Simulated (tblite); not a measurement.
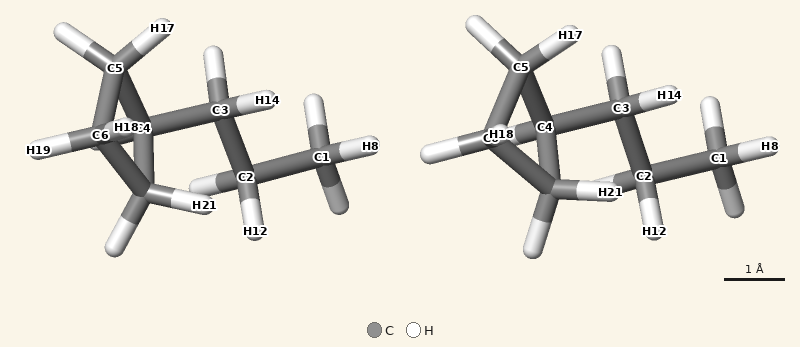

Two geometries of C7H14, drawn at one scale. One is the start of a relaxation, the other its converged end. Style: stick. Shown from a free direction.

All numbers below come from GFN2-xTB geometry optimisation, gas phase (tblite). 

Which geometry has the lower energy?

The left one is the relaxed one. The energy falls by 0.156 eV in 67 geometry steps. The atom that moves furthest after the best rigid fit is an H atom (0.44 Å). By element the largest moves are H 0.44 Å, C 0.19 Å. Among the contacts that change: C–C 1.558 → 1.541 Å, C–H 1.108 → 1.092 Å, C–C 1.513 → 1.528 Å, C–C 1.532 → 1.521 Å. Among the angles between lasting bonds that change: C–C–C 86.2° → 89.2°, C–C–H 115.0° → 112.2°, C–C–C 86.8° → 89.5°.
